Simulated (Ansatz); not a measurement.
# Time against size: Zr2CO2 MXene, 4 layers (80 atoms) repeated, support functions

The cell holds 80 atoms: 16 C, 32 Zr and 32 O. Its edges and angles: a = 6.752 Å, b = 6.752 Å, c = 40.780 Å, α = 90.0°, β = 90.0°, γ = 120.0°. It derives from Zr2CO2 (Zr2CO2 MXene). 4 layers of Zr2CO2 MXene (a = 3.31 Å), 2 x 2 cells, biaxial strain +2 %, every second layer slid by 0.833 of a1 + 2 a2; facing planes 2.84, 2.72, 2.82 Å apart; 14 Å of vacuum. Regions: layer 1, 20 atoms (4 C, 8 Zr and 8 O); layer 2, 20 atoms (4 C, 8 Zr and 8 O); layer 3, 20 atoms (4 C, 8 Zr and 8 O); layer 4, 20 atoms (4 C, 8 Zr and 8 O). Vacuum lies along c.

Calculated with Ansatz 0.2.0: Kohn-Sham DFT, LDA, PAW (set soft_2), localised support functions (medium); the typed cell is repeated and solved at Γ on 1 × NVIDIA GB200 with 32 threads of Arm Neoverse V2, shared host.

| atoms | wall time divided by the number of SCF cycles (s) | repeats | SCF cycles |
| --- | --- | --- | --- |
| 80 | 0.2481 | 1×1×1 | 26 |
| 720 | 1.476 | 3×3×1 | 19 |
| 1280 | 2.789 | 4×4×1 | 19 |
| 2880 | ? | ? | ? |

Task: Fit a power law of the atom count to the rows given and extrapolate to the withheld row.

Worked fit:

A power law y = A x^b is a line in u = ln x and v = ln y.

```
u = ln x  v = ln y
 4.38203  -1.39402
 6.57925  0.389193
 7.15462   1.02585
```

With n = 3: mean u = 6.03863, mean v = 0.00700987, Σ(u − ū)² = 4.2820, Σ(u − ū)(v − v̄) = 3.6646. Slope b = 3.6646 / 4.2820 = 0.85580; intercept a = v̄ − b ū = -5.1609.

At the withheld row u = 7.966, v = a + b u = 1.656, and y = exp(v).

Prediction at 2880: 5.239 s. The run gave 9.139 s, so the fit is low by 3.9 s (43 % of the value).

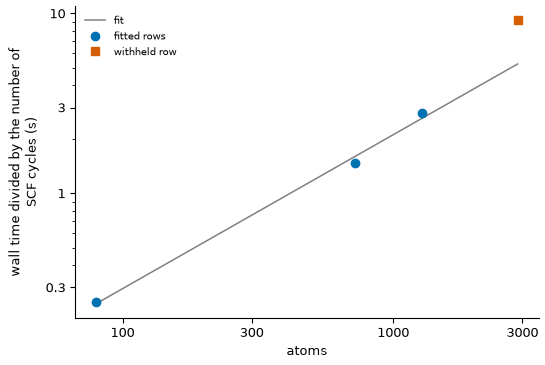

The fit, the rows that it rests on and the withheld row.

The fitted exponent is 0.86. Between neighbouring rows, the withheld one included, the exponents are 0.81, 1.1 and 1.5, so one power law doesn't hold over the range. Among the rows given, the largest relative miss of the fit is at 720, by 0.12 s (8.4 %).

Limits: One run a row; fixed overheads weigh on the small cells.

[Logs are printed without paths, hosts, clocks, repeated set-up lines and the standing remarks that a program may print on its own settings, such as how far it seeks lower states.]

[Hosts, paths, dates, database ids (printed as entryN), source tags and the programs' standing remarks are cut or masked in the printed files.]
